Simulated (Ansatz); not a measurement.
# AlH3Se (SMILES [AlH2][SeH]) at 6 levels

Wanted: a comparison of 6 runs (HF/STO-3G, HF/3-21G, HF/def2-SVP, HF/pcseg-2, B2PLYP/aug-cc-pVDZ, wB97X/def2-TZVP) of AlH3Se. 

Program for the calculation: Ansatz 0.2.0.

## (1) The structure to begin with

The species is AlH3Se (5 atoms), meant as a singlet with charge 0. SMILES: `[AlH2][SeH]`. Geometry: relaxed at PBE0-D4/def2-TZVP.

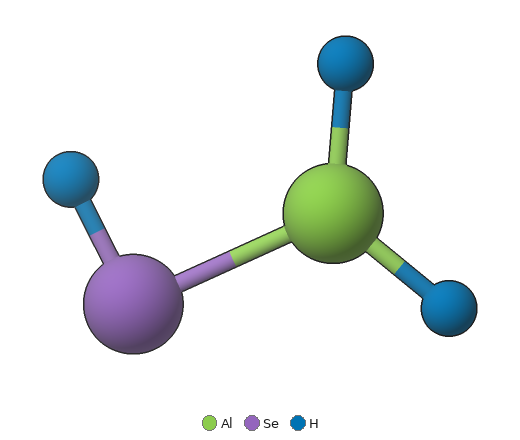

The structure, seen from a chosen angle (aluminium green, selenium purple, hydrogen blue).

## (2) Energy and gradient at HF/STO-3G (run 1)

Input file run.yaml:

```yaml
crystal:
  periodic: [false, false, false]
  atoms:
    - {symbol: Al, position_ang: [-0.435200, -0.530700, 0.166800]}
    - {symbol: Se, position_ang: [0.870300, 1.346600, 0.522900]}
    - {symbol: H, position_ang: [-1.236800, -1.072700, 1.415100]}
    - {symbol: H, position_ang: [-0.474100, -1.181000, -1.272800]}
    - {symbol: H, position_ang: [1.325600, 1.364100, -0.873500]}
basis:
  gaussian:
    orbitals: STO-3G
hamiltonian:
  xc: hf
accuracy: high
total_charge: 0
output:
  forces: true
  orbitals: {seedname: orbitals}
```

Run with:

```bash
$ ansatz run run.yaml --threads 1 --pin off --max-ram 2610MiB --events-out events.jsonl --progress --plain --runs-dir runs
```

Output:

```text
Warning: RAYON_NUM_THREADS=1 ignored (pool sized by the plan → 1); use --threads N
Functional definition: HF
  name "HF"
  exchange = exact_x
  correlation = 0
439 factors; integrals over basis functions are off by at most 1.1e-8 eV
mean field evaluation 1: about -71138.5242 eV, gradient 1.7e1 eV
mean field evaluation 2: about -71138.5366 eV, gradient 1.7e1 eV
mean field evaluation 4: about -71139.8794 eV, gradient 6.9e-1 eV
mean field evaluation 8: about -71139.8817 eV, gradient 2.4e-6 eV
mean field -71139.88174168 eV, -2614.3424336631 hartree, gradient 5.0e-8 eV, S^2 0.000000; 0 other end points of the search recorded, 0 dependent functions left out
the calculation of the forces begins
reference -71139.88174168 eV, -2614.3424336631 hartree; 25, 25 occupied and 5, 5 virtual orbitals, 439 factors
Total energy: -71139.88174168 eV, -2614.3424336631 hartree
Atom 0 at    -0.435200    -0.530700     0.166800 Å, force    -0.712288    -0.852459     0.212795 eV/Å
Atom 1 at     0.870300     1.346600     0.522900 Å, force    -0.406170    -1.120427    -1.388317 eV/Å
Atom 2 at    -1.236800    -1.072700     1.415100 Å, force     1.176730     0.752243    -1.937053 eV/Å
Atom 3 at    -0.474100    -1.181000    -1.272800 Å, force     0.091132     1.014746     2.151697 eV/Å
Atom 4 at     1.325600     1.364100    -0.873500 Å, force    -0.149405     0.205897     0.960878 eV/Å
Dipole moment:    -0.207506    -0.389495    -0.273769 e Å
```

Run time: 0.48 s. Hardware: 1 thread of Arm Neoverse V1, shared host; peak memory 0.25 GiB.

## (3) Energy and forces at HF/3-21G (run 2)

Input file molecule.yaml:

```yaml
basis:
  gaussian: {orbitals: 3-21G-spherical.json}
crystal:
  periodic: [false, false, false]
  atoms:
    - {symbol: Al, position_ang: [-0.435200, -0.530700, 0.166800]}
    - {symbol: Se, position_ang: [0.870300, 1.346600, 0.522900]}
    - {symbol: H, position_ang: [-1.236800, -1.072700, 1.415100]}
    - {symbol: H, position_ang: [-0.474100, -1.181000, -1.272800]}
    - {symbol: H, position_ang: [1.325600, 1.364100, -0.873500]}
hamiltonian: {xc: hf}
accuracy: high
output: {forces: true, orbitals: {seedname: orbitals}}
```

The basis set 3-21G is read from a file made from the Basis Set Exchange's data (not shown).

Run with:

```bash
$ ansatz run molecule.yaml --threads 1 --pin off --max-ram 2610MiB --events-out events.jsonl --progress --plain --runs-dir runs
```

Output, cut to the lines that bear on the results:

```text
Warning: RAYON_NUM_THREADS=1 ignored (pool sized by the plan → 1); use --threads N
[... 2 set-up lines as earlier in the session ...]
[...]
719 factors; integrals over basis functions are off by at most 4.5e-9 eV
[...]
mean field -71588.05322333 eV, -2630.8124318322 hartree, gradient 3.5e-8 eV, S^2 0.000000; 0 other end points of the search recorded, 0 dependent functions left out
[...]
reference -71588.05322333 eV, -2630.8124318322 hartree; 25, 25 occupied and 16, 16 virtual orbitals, 719 factors
Total energy: -71588.05322333 eV, -2630.8124318322 hartree
Atom 0 at    -0.435200    -0.530700     0.166800 Å, force    -0.543452    -0.678329     0.096813 eV/Å
Atom 1 at     0.870300     1.346600     0.522900 Å, force     0.415778     0.542891    -0.014414 eV/Å
Atom 2 at    -1.236800    -1.072700     1.415100 Å, force    -0.084893    -0.062169     0.119635 eV/Å
Atom 3 at    -0.474100    -1.181000    -1.272800 Å, force     0.020819    -0.038792    -0.157303 eV/Å
Atom 4 at     1.325600     1.364100    -0.873500 Å, force     0.191748     0.236398    -0.044731 eV/Å
Dipole moment:    -0.122418    -0.253067    -0.216987 e Å
```

It took 0.64 s on 1 thread of Arm Neoverse V1, shared host; peak memory 0.25 GiB.

Run 3 isn't shown in full; the table further down has it.

## (4) Energy and gradient at HF/pcseg-2 (run 4)

Input file job.yaml:

```yaml
crystal:
  periodic: [false, false, false]
  atoms:
    - {symbol: Al, position_ang: [-0.435200, -0.530700, 0.166800]}
    - {symbol: Se, position_ang: [0.870300, 1.346600, 0.522900]}
    - {symbol: H, position_ang: [-1.236800, -1.072700, 1.415100]}
    - {symbol: H, position_ang: [-0.474100, -1.181000, -1.272800]}
    - {symbol: H, position_ang: [1.325600, 1.364100, -0.873500]}
basis:
  gaussian:
    orbitals: pcseg-2
hamiltonian:
  xc: hf
accuracy: high
output: {forces: true, orbitals: {seedname: orbitals}}
```

Run with:

```bash
$ ansatz run job.yaml --threads 1 --pin off --max-ram 2610MiB --events-out events.jsonl --progress --plain --runs-dir runs
```

Output, cut to the lines that bear on the results:

```text
Warning: RAYON_NUM_THREADS=1 ignored (pool sized by the plan → 1); use --threads N
[... 2 set-up lines as earlier in the session ...]
[...]
1976 factors; integrals over basis functions are off by at most 4.4e-9 eV
[...]
mean field -71934.98406456 eV, -2643.5619050891 hartree, gradient 3.3e-8 eV, S^2 0.000000; 0 other end points of the search recorded, 0 dependent functions left out
[...]
reference -71934.98406456 eV, -2643.5619050891 hartree; 25, 25 occupied and 94, 94 virtual orbitals, 1976 factors
Total energy: -71934.98406456 eV, -2643.5619050891 hartree
Atom 0 at    -0.435200    -0.530700     0.166800 Å, force    -0.171750    -0.202745     0.057116 eV/Å
Atom 1 at     0.870300     1.346600     0.522900 Å, force     0.141001     0.043276    -0.338885 eV/Å
Atom 2 at    -1.236800    -1.072700     1.415100 Å, force     0.061149     0.015894    -0.157321 eV/Å
Atom 3 at    -0.474100    -1.181000    -1.272800 Å, force    -0.006629     0.058753     0.164488 eV/Å
Atom 4 at     1.325600     1.364100    -0.873500 Å, force    -0.023771     0.084823     0.274602 eV/Å
Dipole moment:    -0.069708    -0.159419    -0.159980 e Å
```

Wall time 7.5 s (1 thread of Arm Neoverse V1, shared host); peak memory 0.34 GiB.

Run 5 isn't shown in full; the table further down has it.

## (5) Energy and forces at wB97X/def2-TZVP (run 6)

molecule.yaml: that of step 3 with these lines changed.

```diff
@@ -1,3 +1 @@
-basis:
-  gaussian: {orbitals: 3-21G-spherical.json}
 crystal:
@@ -10,4 +8,7 @@
     - {symbol: H, position_ang: [1.325600, 1.364100, -0.873500]}
-hamiltonian: {xc: hf}
+basis:
+  gaussian: {orbitals: def2-TZVP}
+output: {forces: true, orbitals: {seedname: orbitals}}
+hamiltonian: {xc: {name: wB97X}}
 accuracy: high
-output: {forces: true, orbitals: {seedname: orbitals}}
+total_charge: 0
```

Run with:

```bash
$ ansatz run molecule.yaml --threads 1 --pin off --max-ram 2610MiB --events-out events.jsonl --progress --plain --runs-dir runs
```

Output, cut to the lines that bear on the results:

```text
Warning: RAYON_NUM_THREADS=1 ignored (pool sized by the plan → 1); use --threads N
Functional definition: wB97X
  name "wB97X"
[...]
      + exact_x_lr(omega)
[...]
      + integral(e_c_pw_opposite_spin*poly(b97_u_opposite, 1, cos1, cos2, cos3, cos4))
1678 factors; integrals over basis functions are off by at most 4.3e-9 eV
355 factors; integrals over basis functions are off by at most 1.9e-9 eV
[...]
mean field -71997.13901429 eV, -2645.8460573615 hartree, gradient 8.6e-9 eV, S^2 0.000000; 0 other end points of the search recorded, 0 dependent functions left out
[...]
reference -71997.13901141 eV, -2645.8460572557 hartree; 25, 25 occupied and 78, 78 virtual orbitals, 1678 factors
Total energy: -71997.13901141 eV, -2645.8460572557 hartree
Atom 0 at    -0.435200    -0.530700     0.166800 Å, force     0.002609     0.014346     0.024631 eV/Å
Atom 1 at     0.870300     1.346600     0.522900 Å, force    -0.018729    -0.083305    -0.136377 eV/Å
Atom 2 at    -1.236800    -1.072700     1.415100 Å, force     0.038777     0.018897    -0.079036 eV/Å
Atom 3 at    -0.474100    -1.181000    -1.272800 Å, force     0.000654     0.036127     0.086791 eV/Å
Atom 4 at     1.325600     1.364100    -0.873500 Å, force    -0.023311     0.013935     0.103991 eV/Å
Dipole moment:    -0.039341    -0.109781    -0.137515 e Å
```

Wall time 35 s (1 thread of Arm Neoverse V1, shared host); peak memory 0.48 GiB.

## (6) The series

| run | level | frozen core orbitals | energy (Eh) | dipole moment (D) | HOMO energy (eV) | LUMO energy (eV) | wall time |
| --- | --- | --- | --- | --- | --- | --- | --- |
| 1 | HF/STO-3G | – | -2614.342434 | 2.49 | -6.78 | 8.17 | 0.48 s |
| 2 | HF/3-21G | – | -2630.812432 | 1.71 | -9.75 | 1.03 | 0.64 s |
| 3 | HF/def2-SVP | – | -2643.165392 | 1.14 | -9.80 | 1.30 | 1.6 s |
| 4 | HF/pcseg-2 | – | -2643.561905 | 1.14 | -9.85 | 0.97 | 7.5 s |
| 5 | B2PLYP/aug-cc-pVDZ | 14 | -2645.237507 | 0.78 | -8.28 | -0.60 | 29 s |
| 6 | wB97X/def2-TZVP | – | -2645.846057 | 0.87 | -9.68 | 0.38 | 35 s |

## (7) What came out

| quantity | value |
| --- | --- |
| run 6: total energy | -2645.84606 Eh |
| run 6: dipole moment | 0.87 D |
| run 6: HOMO energy | -9.68 eV |
| run 6: LUMO energy | 0.38 eV |
| run 6: HOMO–LUMO gap | 10.05 eV |
| run 6: largest force on an atom | 0.161 eV/Å |

**Reading.** The dipole moment (its size) runs from 0.78 D (B2PLYP/aug-cc-pVDZ) to 2.49 D (HF/STO-3G). The two ends differ in method and basis. A double hybrid's value is that of its SCF part. The HOMO–LUMO gap runs from 7.68 eV (B2PLYP/aug-cc-pVDZ) to 14.96 eV (HF/STO-3G). Totals of different functionals can't be ranked against each other. In run 1 the basis is minimal, so the values are rough. All runs together took 74 s, the longest 35 s.
